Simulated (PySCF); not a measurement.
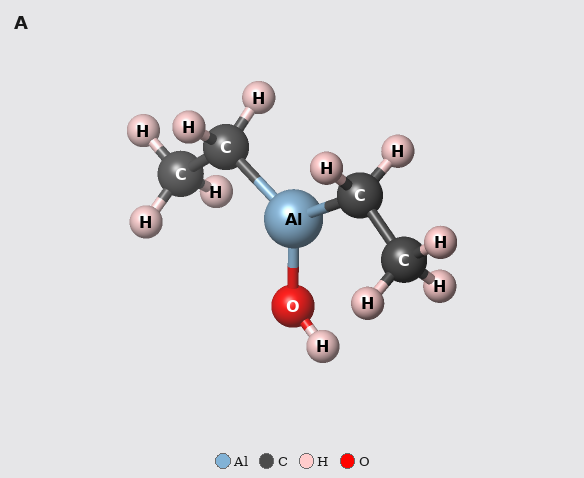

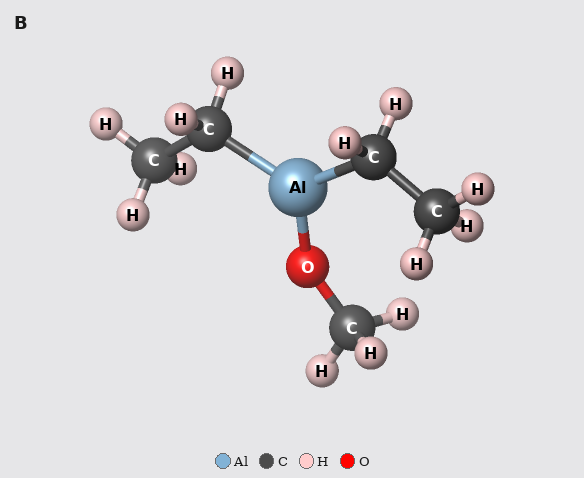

Two related species, optimised with PBE0-D3(BJ)/def2-SVP; properties computed with PySCF 2.14.0. Both: charge 0, singlet.

### Identify both.

A is AlEt2(OH), B is AlEt2(OMe).

Compare them. With B3LYP/pcSseg-1 (pcSseg-2 on Al): dipole moment (D), HOMO–LUMO gap (eV), HOMO energy (Kohn–Sham orbital) (eV), shielding of Al (ppm). With PBE0/pcSseg-1 (pcSseg-2 on Al): Hirshfeld charge of Al (e), IAO charge of Al (e). With CAM-B3LYP/def2-SVPD: lowest vertical singlet excitation (eV), mean static polarisability (bohr³). With PBE0-D3(BJ)/def2-SVP: mean Al–C length (Å), mean Al–O length (Å).

```tsv
quantity	A	B
dipole moment (D)	1.35	0.88
HOMO–LUMO gap (eV)	6.65	6.42
HOMO energy (Kohn–Sham orbital) (eV)	−6.85	−6.71
shielding of Al (ppm)	335.6	350.5
Hirshfeld charge of Al (e)	0.60	0.60
IAO charge of Al (e)	1.16	1.15
lowest vertical singlet excitation (eV)	5.83	5.65
mean static polarisability (bohr³)	78.7	90.9
mean Al–C length (Å)	1.962	1.962
mean Al–O length (Å)	1.713	1.703
```

Each is one conformer, and no frequency run is at hand to confirm it as a minimum.
